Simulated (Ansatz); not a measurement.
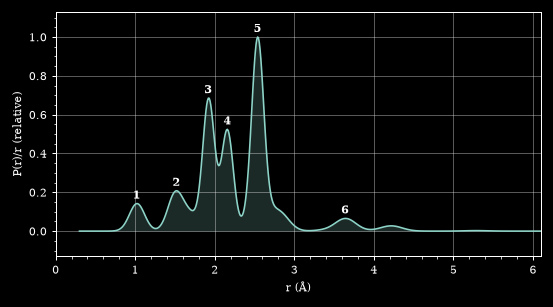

Simulated gas electron diffraction: radial distribution curve of H5MgNSi. Each pair of atoms contributes with weight ZᵢZⱼ/r; damping constant 0.0015 Å²; vibrational amplitudes assumed, not computed: 0.05 Å for bonds, 0.078 Å for bonds to H, 0.06 + 0.015 r up to 0.15 Å for other pairs. The geometry is the end point of an optimisation (Ansatz, RKS B3LYP-D4/def2-SVP); it may be a saddle point or a higher isomer. SMILES: N[SiH2][MgH].

Q: Assign the numbered peaks of the radial distribution curve (– bonded, ··· not bonded).

A: Peak 1, 1.02 Å: N–H 1.02 Å (×2)
Peak 2, 1.52 Å: Si–H 1.51 Å (×2), Mg–H 1.69 Å, not resolved
Peak 3, 1.92 Å: Si–N 1.92 Å
Peak 4, 2.16 Å: Mg–N 2.16 Å
Peak 5, 2.54 Å: Si···H 2.52–2.53 Å (×2), Si–Mg 2.54 Å; in its flanks Mg···H 2.82–2.84 Å
Peak 6, 3.64 Å: N···H 3.61 Å, Mg···H 3.64–3.67 Å (×2), not resolved
